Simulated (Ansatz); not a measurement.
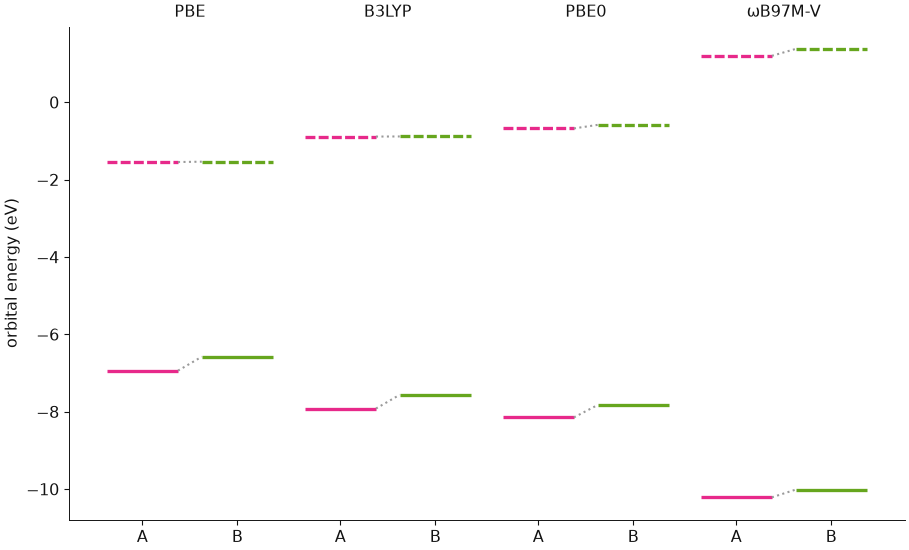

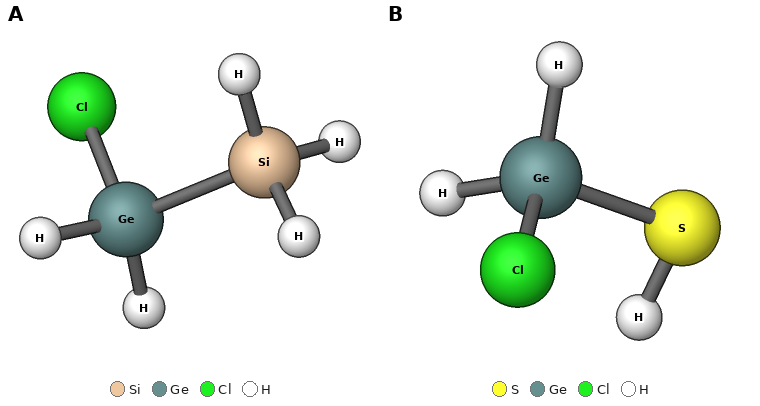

One change: A, GeSiH₅Cl (SMILES [SiH3][GeH2][Cl]), becomes B, GeH₃SCl (SMILES [SH][GeH2][Cl]). SiH₃ on Ge is replaced by SH. HOMO (solid) and LUMO (dashed) computed in def2-TZVPP at PBE0-D4/def2-TZVP geometries, both minima by their frequencies, gas phase, the Ansatz code 0.2.0. Empty levels above zero depend strongly on the basis.

What does the change do to HOMO and LUMO?

PBE: the HOMO rises by 0.36 eV, the LUMO hardly moves, and the separation goes from 5.39 to 5.04 eV. B3LYP: the HOMO rises by 0.36 eV, the LUMO hardly moves, and the separation goes from 7.03 to 6.68 eV. PBE0: the HOMO rises by 0.32 eV, the LUMO rises by 0.09 eV, and the separation goes from 7.47 to 7.24 eV. ωB97M-V: the HOMO rises by 0.20 eV, the LUMO rises by 0.18 eV, and the separation goes from 11.41 to 11.39 eV.

Do the functionals agree on the effect?

They agree on the direction for both levels; the HOMO shift lies between 0.20 and 0.36 eV and the LUMO shift between 0.00 and 0.18 eV, while the separations themselves differ by up to 6.4 eV between functionals.
